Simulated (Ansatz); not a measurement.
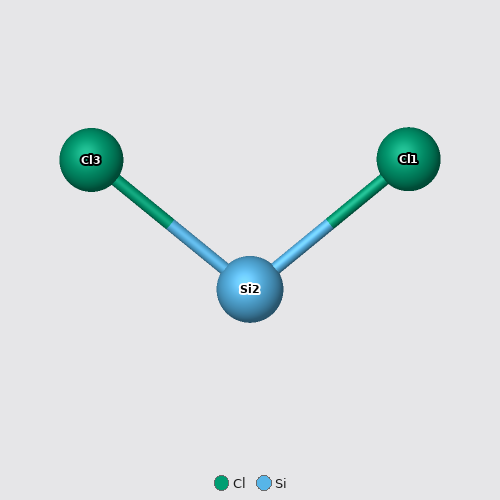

The system is Cl₂Si, SMILES Cl[Si]Cl; the picture shows the reference structure. First axis: angle Cl1–Si2–Cl3. Second axis: change of the bonds Si2–Cl1, Si2–Cl3, all alike. Nothing is relaxed (all other coordinates rigid). Grid: 15 × 15 points. Points are written as (first, second). Energies: kJ/mol, counted from the lowest grid point. Energies and slopes of some neighbouring points disagree (a jump in structure or state, or too coarse a mesh). Computed with RKS BHLYP-D4/def2-TZVP in Ansatz 0.2.0.

Its coordinates:

```yaml
atoms:
  - { symbol: Cl, position_ang: [0.2934, 1.6011, 0.3375] }
  - { symbol: Si, position_ang: [-0.7690, -0.0104, -0.4214] }
  - { symbol: Cl, position_ang: [0.4756, -1.5907, 0.0839] }
```

Range: angle Cl1–Si2–Cl3 from 56.3 to 146.3°; change of the bonds Si2–Cl1, Si2–Cl3, all alike from −0.228 to 0.353 Å.

Question: Predict the map.

Answer: The lowest grid point is at (101.3°, 0.021 Å). The highest grid point, (56.3°, −0.228 Å), lies 1205 kJ/mol above the lowest.

```tsv
second ↓, first →	56.3	62.7	69.1	75.6	82.0	88.4	94.8	101.3	107.7	114.1	120.6	127.0	133.4	139.8	146.3
0.353	462	309	225	179	152	138	131	129	132	138	147	158	170	184	198
0.311	469	302	210	159	130	114	107	106	109	115	125	137	150	165	180
0.270	480	299	198	142	110	93	85	84	87	94	105	117	132	148	164
0.228	497	299	189	127	92	73	64	63	67	74	86	99	115	132	150
0.187	519	304	183	115	77	56	46	44	48	57	69	84	101	119	138
0.145	547	314	182	106	64	41	30	28	32	41	54	70	88	108	129
0.104	581	330	185	102	55	30	18	15	19	29	42	59	79	100	123
0.062	623	354	195	103	51	22	8	5	9	19	34	52	73	96	120
0.021	673	385	211	110	52	20	4	0	4	14	30	49	71	96	122
−0.021	733	427	236	124	59	23	5	0	4	14	30	51	75	101	129
−0.062	801	478	270	146	74	33	13	6	10	20	37	58	83	111	141
−0.104	882	543	316	179	98	53	29	21	23	33	50	73	99	129	161
−0.145	974	621	373	223	133	81	54	43	45	55	72	95	123	154	188
−0.187	1083	718	448	281	181	122	91	78	78	87	105	128	157	190	225
−0.228	1205	831	538	355	243	177	141	124	122	131	148	172	202	236	273
```

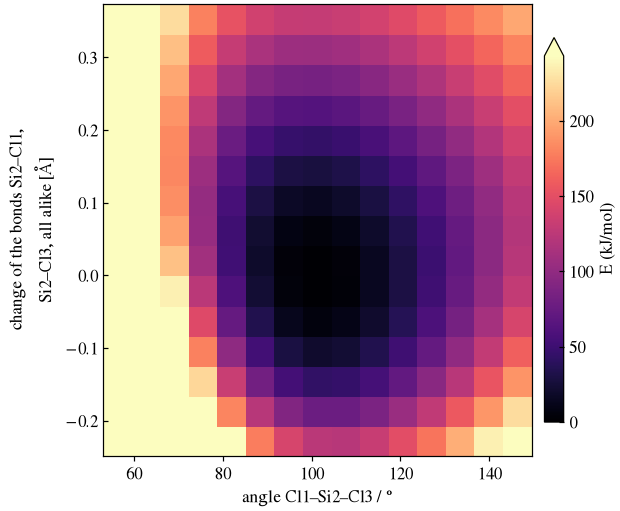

Drawn: one coloured cell a grid point, one colour for all values above the top of the scale.

The whole map (225 points run) took 10 min on 1 thread of Arm Neoverse V2, on a shared host.
